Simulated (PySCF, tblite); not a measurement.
# C₅H₇BCl₂F₂: geometry, infrared bands and NMR shifts

Wanted: the infrared bands and NMR shifts of C₅H₇BCl₂F₂ (`C[C@@H](B(Cl)Cl)C1[C@H](F)[C@H]1F`), by calculation.

Computed with tblite 0.8.0 and PySCF 2.14.0, with density-fitted response routines of our own, on a single molecule in the gas phase. Atoms count from 0, in the outputs and in this text.

## Step 1: The starting structure

17 atoms, charge 0, multiplicity 1; geometry from: force field or distance geometry start.

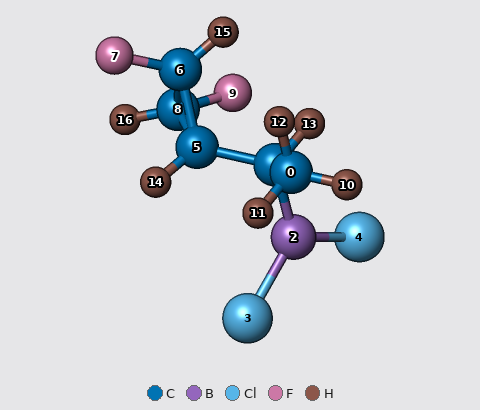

The starting geometry (carbon blue, boron purple, chlorine blue, fluorine pink, hydrogen brown), atoms numbered.

## Step 2: Geometry optimisation with GFN2-xTB

What the job is given:

```
{"job": {"kind": "relax", "xc": "GFN2-xTB", "basis": "xTB"}, "charge": 0, "multiplicity": 1}
C      1.183500     1.269500    -0.867200
C      0.640300    -0.065700    -0.366800
B      1.790200    -0.848500     0.467800
Cl     2.487800    -0.116000     2.001900
Cl     2.366800    -2.497400    -0.103400
C     -0.587800     0.154400     0.541700
C     -1.914200     0.222600    -0.196600
F     -2.828500     1.067300     0.408200
C     -1.576800    -0.997800     0.658500
F     -1.291900    -2.120500    -0.090100
H      2.060200     1.115200    -1.517900
H      1.453300     1.934100    -0.019400
H      0.388200     1.783100    -1.459600
H      0.388900    -0.689500    -1.246900
H     -0.509700     0.818600     1.441700
H     -1.924000     0.068200    -1.281200
H     -2.133200    -1.085400     1.619200
```

On the command line:

```bash
$ OMP_NUM_THREADS=1 python probes_run.py task.json out
```

This one command runs all jobs of the session in turn.

Output:

```text
step      E/eV     max force
  0    -927.63578    1.993
  1    -927.90720    1.573
  2    -928.16016    0.976
  3    -928.19409    0.493
  4    -928.22263    0.364
  5    -928.23272    0.374
  6    -928.24329    0.183
  7    -928.24720    0.153
  8    -928.24949    0.099
  9    -928.25044    0.076
 10    -928.25109    0.070
 11    -928.25159    0.064
 12    -928.25202    0.045
 13    -928.25235    0.039
 14    -928.25269    0.045
 15    -928.25318    0.064
 16    -928.25388    0.080
 17    -928.25463    0.067
 18    -928.25517    0.045
 19    -928.25553    0.039
 20    -928.25587    0.046
 21    -928.25624    0.058
 22    -928.25660    0.050
 23    -928.25686    0.029
 24    -928.25702    0.026
 25    -928.25713    0.023
 26    -928.25722    0.021
 27    -928.25729    0.018
 28    -928.25736    0.021
 29    -928.25742    0.025
 30    -928.25750    0.021
 31    -928.25757    0.023
 32    -928.25765    0.023
 33    -928.25774    0.026
 34    -928.25786    0.028
 35    -928.25800    0.032
 36    -928.25819    0.044
 37    -928.25845    0.051
 38    -928.25881    0.074
 39    -928.25931    0.081
 40    -928.25994    0.060
 41    -928.26060    0.074
 42    -928.26119    0.074
 43    -928.26175    0.064
 44    -928.26233    0.068
 45    -928.26290    0.052
 46    -928.26330    0.075
 47    -928.26299    0.134
 48    -928.26397    0.047
 49    -928.26428    0.040
 50    -928.26540    0.106
 51    -928.26603    0.063
 52    -928.26659    0.058
 53    -928.26695    0.140
 54    -928.26787    0.050
 55    -928.26813    0.038
 56    -928.26840    0.053
 57    -928.26856    0.033
 58    -928.26886    0.035
 59    -928.26905    0.043
 60    -928.26956    0.044
 61    -928.27001    0.049
 62    -928.27045    0.052
 63    -928.27098    0.070
 64    -928.27178    0.080
 65    -928.27188    0.161
 66    -928.27402    0.083
 67    -928.27558    0.075
 68    -928.27655    0.241
 69    -928.27846    0.077
 70    -928.27933    0.065
 71    -928.28006    0.135
 72    -928.28074    0.085
 73    -928.28187    0.044
 74    -928.28235    0.042
 75    -928.28266    0.045
 76    -928.28295    0.033
 77    -928.28320    0.029
 78    -928.28332    0.025
 79    -928.28342    0.023
 80    -928.28354    0.032
 81    -928.28368    0.039
 82    -928.28386    0.041
 83    -928.28408    0.038
 84    -928.28431    0.034
 85    -928.28453    0.038
 86    -928.28473    0.034
 87    -928.28497    0.031
 88    -928.28515    0.032
 89    -928.28529    0.025
 90    -928.28537    0.019
 91    -928.28544    0.018
 92    -928.28551    0.020
 93    -928.28560    0.020
 94    -928.28568    0.019
 95    -928.28576    0.022
 96    -928.28583    0.023
 97    -928.28591    0.024
 98    -928.28600    0.034
 99    -928.28608    0.027
100    -928.28612    0.023
101    -928.28616    0.017
102    -928.28621    0.018
103    -928.28629    0.019
104    -928.28636    0.016
105    -928.28641    0.017
106    -928.28645    0.020
107    -928.28648    0.020
108    -928.28653    0.019
109    -928.28663    0.022
110    -928.28672    0.016
111    -928.28678    0.014
112    -928.28681    0.009
```

Run time: 0.88 s. Hardware: 1 thread of Intel Xeon 6975P-C, shared host; peak memory 0.18 GiB.

Step by step: (not every step is listed)

```csv
step,energy from step 0 (eV),largest force (eV/Å)
0,0.0000,1.9927
1,-0.2714,1.5731
2,-0.5244,0.9756
3,-0.5583,0.4931
4,-0.5869,0.3637
5,-0.5969,0.3742
6,-0.6075,0.1835
7,-0.6114,0.1527
8,-0.6137,0.0994
17,-0.6189,0.0668
26,-0.6214,0.0209
35,-0.6222,0.0315
44,-0.6266,0.0675
53,-0.6312,0.1397
62,-0.6347,0.0516
71,-0.6443,0.1346
80,-0.6478,0.0316
89,-0.6495,0.0250
98,-0.6502,0.0343
107,-0.6507,0.0198
108,-0.6508,0.0191
109,-0.6508,0.0221
110,-0.6509,0.0160
111,-0.6510,0.0136
112,-0.6510,0.0093
```

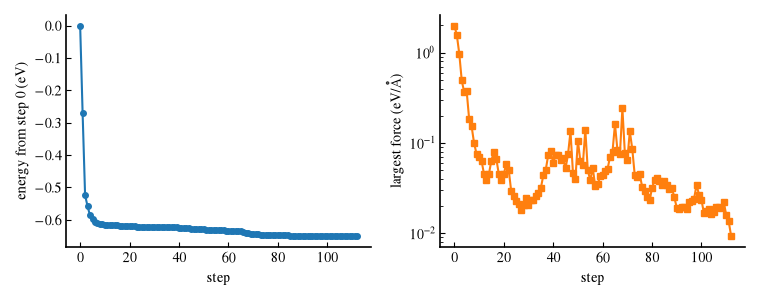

Energy and force, step by step.

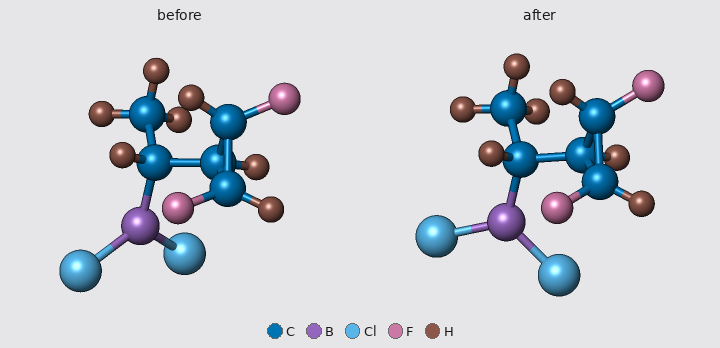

Before and after, at one scale.

Distances of close pairs at the start and the end, largest changes first:

```csv
bond,before (Å),after (Å),change (Å)
B2–Cl3,1.838,1.712,-0.126
B2–Cl4,1.838,1.714,-0.124
C5–H14,1.121,1.083,-0.039
C8–H16,1.114,1.082,-0.032
C6–C8,1.528,1.496,-0.032
C0–H12,1.117,1.087,-0.030
C1–C5,1.543,1.519,-0.025
C6–F7,1.384,1.360,-0.024
```

The next job starts from the end point, and lists it.

## Step 3: Infrared spectrum with GFN2-xTB

What the job is given:

```
{"job": {"kind": "ir", "xc": "GFN2-xTB", "basis": "xTB"}, "charge": 0, "multiplicity": 1}
C      1.185264     1.183599    -0.972792
C      0.659221    -0.115181    -0.333187
B      1.802043    -0.886555     0.490327
Cl     1.629104    -1.218386     2.160819
Cl     3.233687    -1.384813    -0.309942
C     -0.566831     0.193665     0.508165
C     -1.917090     0.264293    -0.143980
F     -2.805023     1.199970     0.287180
C     -1.593950    -0.871034     0.774914
F     -1.413660    -2.096781     0.209272
H      2.028407     0.969260    -1.622990
H      1.507852     1.881963    -0.204730
H      0.401066     1.655347    -1.558987
H      0.339639    -0.769384    -1.154417
H     -0.395801     0.883180     1.325055
H     -2.028353     0.081907    -1.205529
H     -2.072575    -0.959020     1.740912
```

Output:

```text
mode    cm-1     km/mol
  1      18.2      0.28
  2      36.9      0.52
  3      75.1      1.11
  4     126.3      2.02
  5     169.8      0.26
  6     197.5      2.35
  7     206.9      0.38
  8     250.7      3.06
  9     255.5     16.18
 10     298.2     13.76
 11     331.3      1.78
 12     365.9      2.83
 13     440.9      2.48
 14     482.8     17.79
 15     580.8      2.73
 16     605.8     11.92
 17     776.7    111.08
 18     853.7     22.01
 19     911.5     43.15
 20     928.1     11.20
 21     942.5     88.41
 22     978.5      8.91
 23    1006.3      6.55
 24    1032.3      9.22
 25    1063.6      1.08
 26    1082.2     32.86
 27    1105.7      8.71
 28    1142.7     87.63
 29    1158.5      3.76
 30    1195.1     19.16
 31    1208.4      4.65
 32    1247.4     16.75
 33    1254.5     35.55
 34    1314.5     15.20
 35    1406.3      8.35
 36    1438.4     23.31
 37    1491.1      7.85
 38    1497.5      4.82
 39    2915.4     15.06
 40    3041.9     22.27
 41    3046.4     16.23
 42    3050.1      2.67
 43    3056.4     17.44
 44    3061.5      3.31
 45    3070.9     18.86
```

Run time: 0.73 s. Hardware: 1 thread of Intel Xeon 6975P-C, shared host; peak memory 0.18 GiB.

Which atoms move in the most intense modes:

```csv
cm⁻¹,km/mol,atoms
777,111.1,B2 82 %
912,43.1,"C6 27 %, C8 14 %, B2 12 %"
942,88.4,"B2 35 %, H12 15 %, C6 11 %"
1082,32.9,"C1 37 %, C0 19 %, H14 11 %"
1143,87.6,"H15 28 %, C6 26 %, F7 17 %"
1254,35.5,"H16 25 %, H15 22 %, H13 15 %, C8 14 %"
1438,23.3,"C5 33 %, C6 27 %, C8 24 %"
3042,22.3,"H12 58 %, H11 33 %"
```

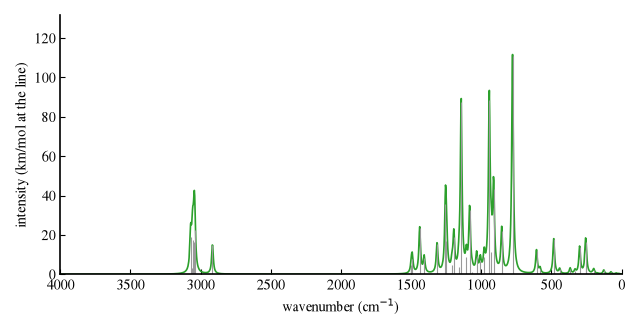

The infrared spectrum from these modes, unscaled. Lines are broadened to a width of 14 cm⁻¹ (Lorentzian).

## Step 4: Shielding tensors: PBE0/pcSseg-1

The job, as its differences from that of step 3:

```diff
@@ -1,2 +1,2 @@
-{"job": {"kind": "ir", "xc": "GFN2-xTB", "basis": "xTB"}, "charge": 0, "multiplicity": 1}
+{"job": {"kind": "nmr", "xc": "PBE0", "basis": "pcSseg-1"}, "charge": 0, "multiplicity": 1}
 C      1.185264     1.183599    -0.972792
```

Level: GIAO PBE0/pcSseg-1 NMR shielding, non-relativistic, gas phase.

Output:

```text
coarse grid: 16280 points
cycle   1  E = -1338.7403243465  dE =  1.479e+00  |g| = 6.470e-01  |ddm| = 3.748e+00
cycle   2  E = -1338.6913179731  dE =  4.901e-02  |g| = 8.801e-01  |ddm| = 1.092e+00
cycle   3  E = -1338.8175579125  dE = -1.262e-01  |g| = 7.517e-02  |ddm| = 6.495e-01
cycle   4  E = -1338.8184553536  dE = -8.974e-04  |g| = 3.477e-02  |ddm| = 8.414e-02
cycle   5  E = -1338.8187110418  dE = -2.557e-04  |g| = 7.712e-03  |ddm| = 3.726e-02
cycle   6  E = -1338.8187242970  dE = -1.326e-05  |g| = 2.292e-03  |ddm| = 9.640e-03
cycle   7  E = -1338.8187253356  dE = -1.039e-06  |g| = 4.716e-04  |ddm| = 2.437e-03
final grid: 151552 points
cycle   8  E = -1338.8867495844  dE = -6.278e-05  |g| = 9.363e-03  |ddm| = 3.661e-02
cycle   9  E = -1338.8867373200  dE =  1.226e-05  |g| = 1.237e-02  |ddm| = 1.817e-02
cycle  10  E = -1338.8867683098  dE = -3.099e-05  |g| = 1.487e-03  |ddm| = 1.045e-02
cycle  11  E = -1338.8867686210  dE = -3.112e-07  |g| = 3.196e-04  |ddm| = 1.404e-03
cycle  12  E = -1338.8867686389  dE = -1.793e-08  |g| = 6.747e-05  |ddm| = 2.649e-04
cycle  13  E = -1338.8867686399  dE = -9.736e-10  |g| = 2.272e-05  |ddm| = 8.571e-05
converged SCF energy = -1338.8867686399

GIAO shielding tensors (ppm)
atom      isotropic    diamagn.    paramagn.     s11        s22        s33       span
  0 C      168.351     245.678     -77.327    150.232    168.450    186.369     36.137
  1 C      153.712     248.120     -94.408    139.322    148.745    173.068     33.746
  2 B       35.919     190.513    -154.594     -9.034     32.647     84.144     93.178
  3 Cl     666.724    1147.998    -481.274    372.249    702.986    924.936    552.687
  4 Cl     681.191    1146.930    -465.739    385.257    731.536    926.779    541.522
  5 C      151.946     251.074     -99.127    127.120    138.862    189.857     62.737
  6 C      107.291     249.542    -142.251     55.489     79.325    187.059    131.570
  7 F      407.642     468.414     -60.772    373.886    406.904    442.136     68.251
  8 C      108.572     246.784    -138.211     58.265     82.705    184.747    126.482
  9 F      426.914     473.782     -46.869    408.550    413.604    458.587     50.036
 10 H       30.011      29.162       0.849     24.224     29.414     36.396     12.172
 11 H       30.625      29.611       1.015     27.065     28.426     36.385      9.319
 12 H       30.201      29.934       0.267     24.893     29.087     36.624     11.731
 13 H       30.566      32.091      -1.525     26.178     31.737     33.781      7.603
 14 H       30.240      32.391      -2.150     26.291     28.613     35.818      9.527
 15 H       27.259      30.943      -3.684     22.375     29.529     29.873      7.498
 16 H       26.617      30.008      -3.391     22.447     26.301     31.105      8.659
```

Run time: 40 s. Hardware: 1 thread of Intel Xeon 6975P-C, shared host; peak memory 0.97 GiB.

The references, computed at this level on geometries of the same kind, shield at (ppm): ¹H TMS 31.72, ¹³C TMS 186.9, ¹⁹F CFCl3 170.9, ¹¹B BF3·OEt2 100.1, ³⁵Cl HCl 950. Their shielding less the atom's gives the shift. The references are single molecules in the gas phase, so shifts against H2O, NH3, PH3, H3PO4 or CFCl3 are not on the usual liquid scales and can be off by tens of ppm. Atoms listed in one row are averaged.

```csv
atoms,environment,σ (ppm),δ (ppm),δ scaled to CDCl3
C6,three-membered-ring carbon bearing a halogen,107.3,79.6,75.8
C8,three-membered-ring carbon bearing a halogen,108.6,78.4,74.6
C5,three-membered-ring carbon,151.9,35.0,32.2
C1,sp3 CH bonded to B,153.7,33.2,30.5
C0,methyl carbon,168.4,18.6,16.2
H16,hydrogen on a three-membered-ring carbon bearing a halogen,26.62,5.10,4.91
H15,hydrogen on a three-membered-ring carbon bearing a halogen,27.26,4.46,4.31
H14,hydrogen on a three-membered-ring carbon,30.24,1.48,1.50
"H10, H11, H12",hydrogen on a methyl carbon,30.28,1.44,1.46
H13,hydrogen on an sp3 CH bonded to B,30.57,1.15,1.19
B2,"boron bonded to C, 2 Cl",35.9,64.1,–
"Cl3, Cl4",chlorine bonded to B,674,276,–
F7,fluorine on an sp3 carbon,407.6,-236.7,–
F9,fluorine on an sp3 carbon,426.9,-256.0,–
```

The scaled column applies a straight-line fit of computed shieldings to shifts measured in CDCl3, with any fitted terms for Cl, Br or S neighbours, and one for carbons that bear F (root-mean-square error 0.16 ppm for H, 1.9 ppm for C).

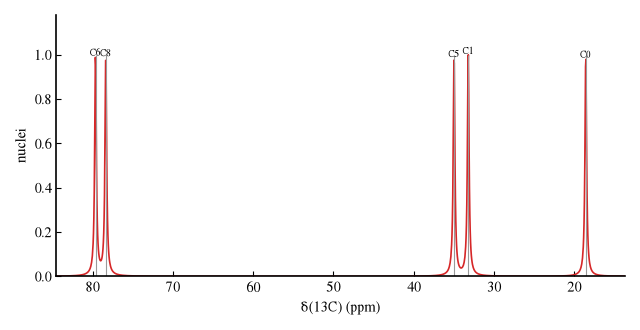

¹³C lines at the computed shifts, without couplings. Lines are broadened to a width of 0.24 ppm (Lorentzian).

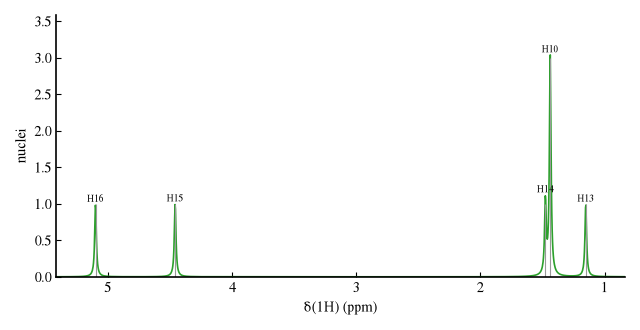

¹H lines at the computed shifts, without couplings. Lines are broadened to a width of 0.02 ppm (Lorentzian).

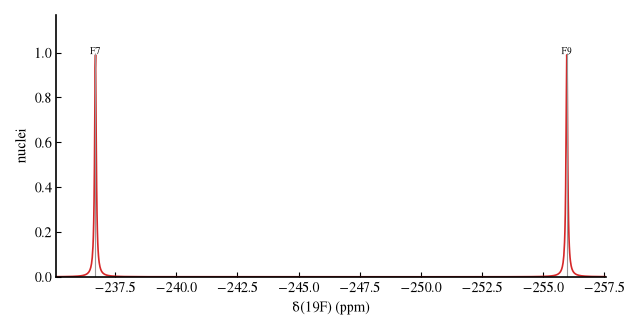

¹⁹F lines at the computed shifts, without couplings. Lines are broadened to a width of 0.08 ppm (Lorentzian).

Charges from the same density, by scheme (e):

```csv
atoms,Mulliken,IAO,Hirshfeld,ESP fit
C0,-0.21,-0.41,-0.12,-0.51
C1,-0.42,-0.25,-0.10,0.31
B2,0.51,0.14,0.17,0.11
"Cl3, Cl4",-0.17,-0.03,-0.04,-0.09
C5,-0.29,-0.17,-0.06,-0.21
C6,0.24,0.14,0.04,0.08
F7,-0.31,-0.30,-0.11,-0.21
C8,0.23,0.13,0.03,-0.02
F9,-0.31,-0.31,-0.10,-0.19
```

IAO charges:

C0 -0.41; C1 -0.25; B2 0.14; Cl3 -0.02; Cl4 -0.03; C5 -0.17; C6 0.14; F7 -0.30; C8 0.13; F9 -0.31; H10 0.15; H11 0.14; H12 0.15; H13 0.16; H14 0.16; H15 0.15; H16 0.16

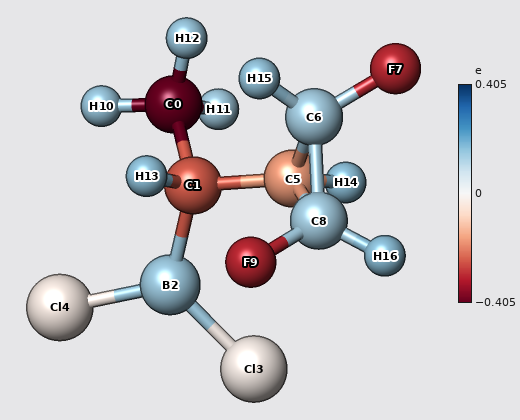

IAO charges, as colours on the atoms.

Mayer bond orders: C0–C1 1.04, C1–B2 0.94, B2–Cl3 1.19, B2–Cl4 1.17, C1–C5 0.97, C5–C6 0.92, C6–F7 0.91, C6–C8 0.96, C8–F9 0.90, C8–C5 0.91.

Ring of atoms C5, C6, C8: NICS(0) -33.3, NICS(1) -7.6, NICS(1)zz -15.3 ppm (means of both faces).

In rings of three or four atoms NICS is ruled by the nearby σ bonds, so it says little on aromaticity.

The fields below are evaluated on a grid from the run's orbitals.

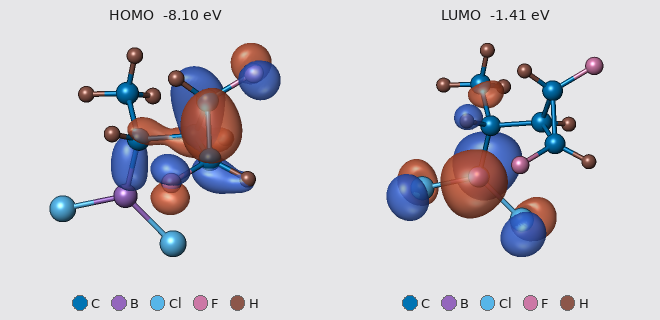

PBE0/pcSseg-1 orbitals near the gap, drawn at the value that encloses 70 % of each; the two colours are the two signs.

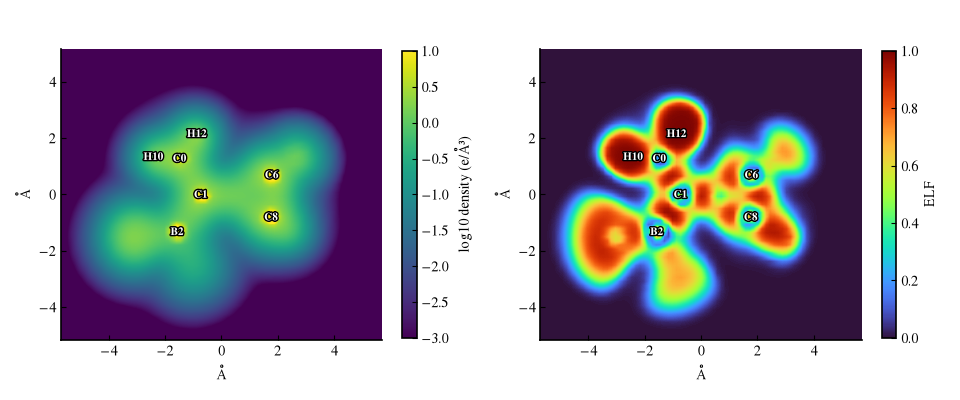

Density (left) and ELF (right) in a plane through or near 7 of the atoms.

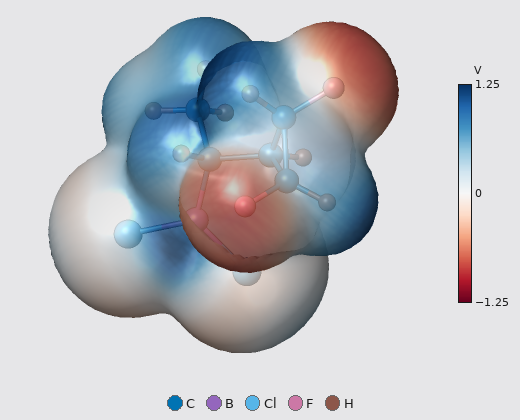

The potential that a unit positive charge feels on the 0.002 e/bohr³ surface, from -0.79 V near F7 to 1.25 V near B2.

## Step 5: Summary of results

```
                                                                quantity                             value
                               strongest single infrared mode (GFN2-xTB)              777 cm⁻¹, 111 km/mol
                                            zero-point energy (GFN2-xTB)                     72.5 kcal/mol
                                  ¹³C shifts against TMS (PBE0/pcSseg-1)  79.6, 78.4, 35.0, 33.2, 18.6 ppm
  ¹H shifts against TMS (PBE0/pcSseg-1, means over atoms taken as alike)  5.10, 4.46, 1.48, 1.44, 1.15 ppm
                             ¹¹B shifts against BF3·OEt2 (PBE0/pcSseg-1)                          64.1 ppm
³⁵Cl shifts against HCl (PBE0/pcSseg-1, means over atoms taken as alike)                           276 ppm
                                ¹⁹F shifts against CFCl3 (PBE0/pcSseg-1)                -236.7, -256.0 ppm
                                   surface potential, least and greatest                -0.79 V and 1.25 V
```

In words: The optimisation took 112 steps and gained 0.651 eV; among the close pairs (by a distance rule), B2–Cl3 changed most, from 1.838 to 1.712 Å. No mode is imaginary among the 45: a minimum at this level. The strongest single mode, at 777 cm⁻¹, moves mainly B2. GFN2-xTB is a fitted tight-binding method: band positions and strengths are rough. Its intensities can rank the bands wrongly. At PBE0/pcSseg-1: Shielding is most anisotropic at Cl3, Cl4 (span 547 ppm, paramagnetic term -474 ppm). At PBE0/pcSseg-1, counted by nearest atom on the grid, the HOMO lies on C6 24 %; C8 17 %, the LUMO on B2 57 %; Cl3, Cl4 about 13 % each.
